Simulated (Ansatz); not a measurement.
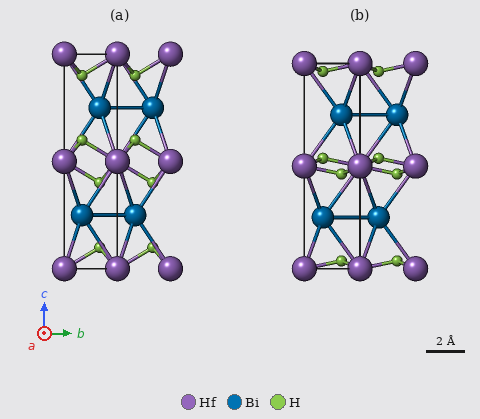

The structure of a crystal of HfBiH2 (a generated structure, set up in P6_3/mmc) (coarse preliminary run) before (left) and after (right) a relaxation, at one scale.

A ball-and-stick model of the cell of the calculation, repeated 1 × 2 × 1 with one cell outlined, seen along the a axis.

Theory: DFT PBE, scalar-relativistic, plane waves, PAW (Ansatz). Set-up: plane-wave cutoff 420 eV; k-point mesh 6 × 6 × 2; occupations gaussian; smearing width 0.1 eV; no spin polarisation; cell and atoms relaxed; force threshold 0.04 eV/Å; at most 70 steps.

Describe what moved and what it gained.

Answer. The largest moves relative to the cell, 0.67 Å, are those of H atoms. Hf and Bi stay in place. The drawn cell changes as follows: a = b 3.282 → 3.442 Å (+4.9 %), c 11.492 → 10.990 Å (−4.4 %); the volume changes by +5.2 %. Near-neighbour distances that change, for instance: H–Hf 2.211 → 2.031 Å, Hf–Hf 3.282 → 3.442 Å, Bi–Bi 3.282 → 3.442 Å, Bi–Hf 3.442 → 3.391 Å. Among the angles between lasting bonds that change: Hf–H–Hf 95.8° → 115.9°. The space group stays P6_3/mmc (No. 194). Over 7 accepted moves (9 points after the start) the energy falls by 258 meV per atom. The largest force component goes from 1.7 to 0.0069 eV/Å. Pressure: 3.77 GPa at the start and 0.09 GPa at the end. The line search rejected the trial step at point 7 of the run. At 1 point the geometry stayed and the basis and grid were re-selected for the new cell (energy shift of 1.0 meV per atom at most each time). The run took 61 s on 1 thread of Arm Neoverse V1, with other jobs on the host, peak memory 0.41 GiB.
